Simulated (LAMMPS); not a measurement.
An MD run on Al (fcc) with 10 % of Al sites Cu, 4000 atoms, at 300 K and 0 GPa, heated as the crystal.

All values are model results, not measurements: classical MD, pair style eam/alloy, file AlCu.eam.alloy, run in LAMMPS.

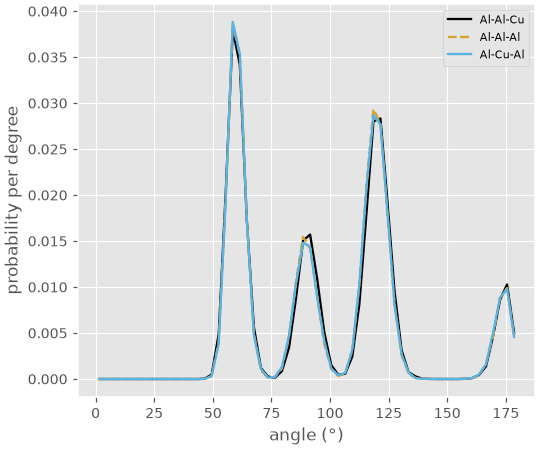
Figure. Probability per degree against angle (°)

Read from the full data:
- state found: crystal; no diffusion seen in 30 ps
- most common Al-Al-Cu angle: in the 3° bin centred on 58.5° (mean of all 97°)
- most common Al-Al-Al angle: in the 3° bin centred on 58.5° (mean of all 97°)
- most common Al-Cu-Al angle: in the 3° bin centred on 58.5° (mean of all 97°)

Caution: the random arrangement on this lattice is imposed, and need not be a phase that exists in equilibrium.
